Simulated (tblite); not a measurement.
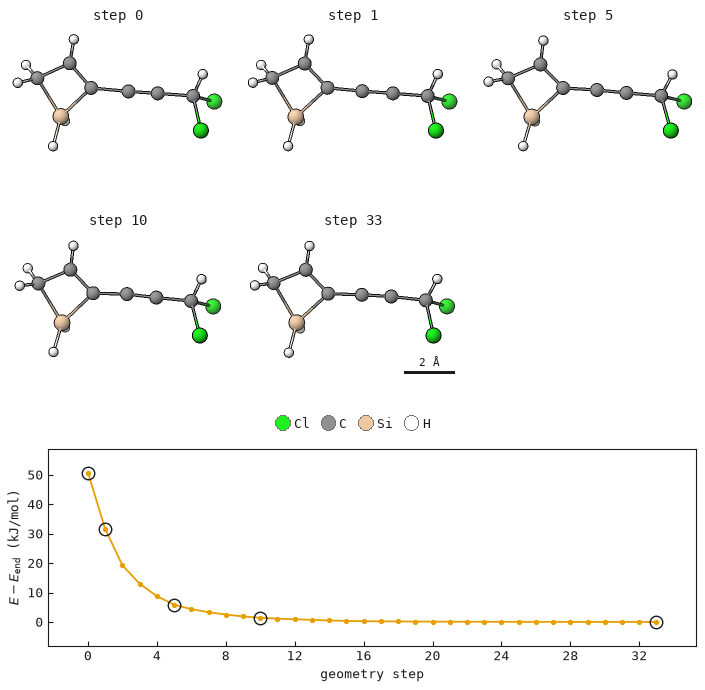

Frames of a relaxation of C$_{6}$H$_{6}$Cl$_{2}$Si, marked on the history of the run. Style: ball-and-stick. Shown at a tilt.

Level of theory: GFN2-xTB geometry optimisation, gas phase in tblite 0.8.0. 

Describe the path.

Answer. Over 33 geometry steps the energy falls by 50.7 kJ/mol. The atom that moves furthest after the best rigid fit is an H atom (0.14 Å). Largest moves by element: H 0.14 Å, C 0.10 Å, Cl 0.10 Å, Si 0.06 Å. Near-neighbour distances that change, for instance: C–C 1.543 → 1.391 Å, C–Si 1.852 → 1.908 Å, C–Si 1.891 → 1.931 Å, C–C 1.541 → 1.502 Å. Bond angles that change, for instance: C–C–C 100.8° → 105.5°, H–Si–H 117.6° → 113.2°, Si–C–H 113.3° → 117.5°. From step 0 to 1: a C atom moves most (0.06 Å), energy −19.2 kJ/mol. From step 1 to 5: a C atom moves most (0.06 Å), energy −25.7 kJ/mol. From step 5 to 10: H atoms move most (0.07 Å), energy −4.47 kJ/mol. From step 10 to 33: Cl atoms move most (0.05 Å), energy −1.42 kJ/mol.
